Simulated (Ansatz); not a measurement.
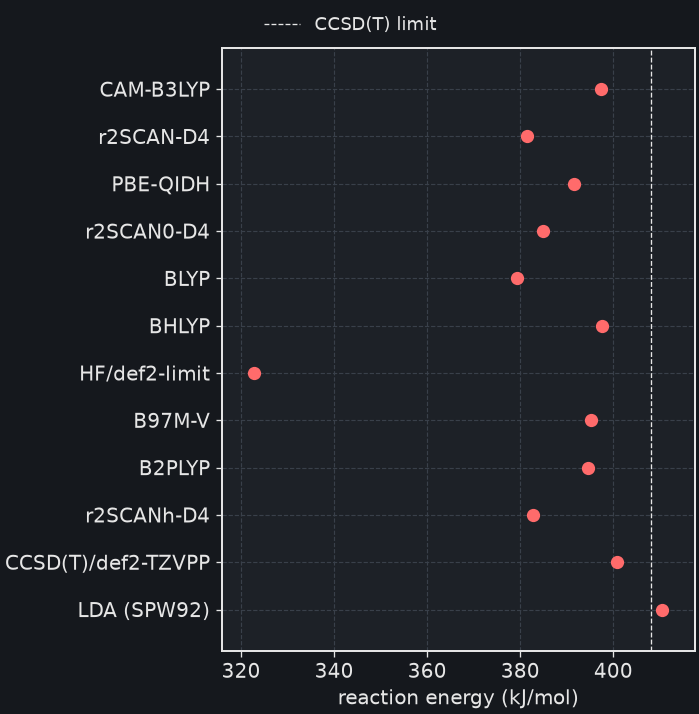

Electronic reaction energy of SiH₂Cl₂ (Cl[SiH2]Cl) → H ([H]) [doublet] + SiHCl₂ (Cl[SiH]Cl) [doublet] (SMILES in brackets) at several levels (functionals in def2-TZVPP unless a basis is named), isolated molecules at PBE0-D4 triple-zeta geometries, minima by their frequencies, no zero-point or thermal terms, the Ansatz code. The line is frozen-core CCSD(T) at the basis limit (MP2 extrapolated from triple and quadruple zeta, plus CCSD(T) less MP2 in a smaller set). PBE-QIDH and B2PLYP hold a correlation term that converges slowly with the basis, so part of the distance to the limit is basis error. No dispersion term is added to CAM-B3LYP, PBE-QIDH, BLYP, BHLYP and B2PLYP. The distance of CCSD(T)/def2-TZVPP to the limit includes basis error. The limit lies 7.3 kJ/mol from CCSD(T)/def2-TZVPP, so the line itself is uncertain by a part of that.

**What do zero-point energy and temperature add?**

Zero-point change −24.7 kJ/mol; at 298.15 K and 1 bar the CCSD(T) limit plus thermal terms gives an enthalpy of reaction of 389.4 and a free energy of 352.3 kJ/mol (harmonic PBE0-D4 modes, ideal gas).

**Give the values.**

```
             level  kJ/mol  less CCSD(T) limit
         CAM-B3LYP   397.4               −10.7
         r2SCAN-D4   381.4               −26.8
          PBE-QIDH   391.5               −16.7
        r2SCAN0-D4   384.9               −23.3
              BLYP   379.4               −28.8
             BHLYP   397.5               −10.7
     HF/def2-limit   322.9               −85.3
            B97M-V   395.2               −13.0
            B2PLYP   394.6               −13.5
        r2SCANh-D4   382.8               −25.4
CCSD(T)/def2-TZVPP   400.8                −7.3
       LDA (SPW92)   410.5                 2.4
     CCSD(T) limit   408.2                 0.0
```
